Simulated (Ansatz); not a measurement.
The starting structures come from a database of crystals and need not be the phases stable at ambient conditions.

 Where the default PAW files enter, the runs use the earlier of Ansatz's two default sets.

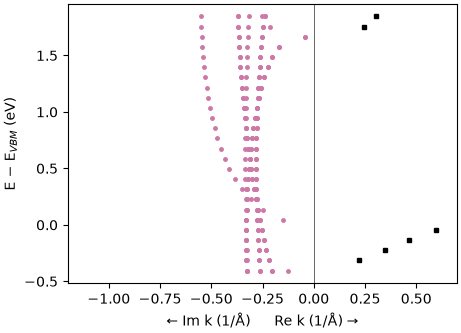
*Complex bands at the centre of the two-dimensional zone; Ansatz (an electronic-structure program) with r2SCAN*

The gap is the functional's own. No spin-orbit coupling. Mid-gap values are interpolated on the energy grid.

Problem. This is B (R-3m, not sure to be the ambient phase, 12 atoms a cell, 7.2 Å³ an atom) along the normal of (001). Read off the slowest decay at the centre of the two-dimensional zone at 0.85 eV, the computed energy nearest the middle of the gap.

Solution. κ ≈ 0.28 1/Å, a decay length 1/(2κ) of the density of 1.8 Å.
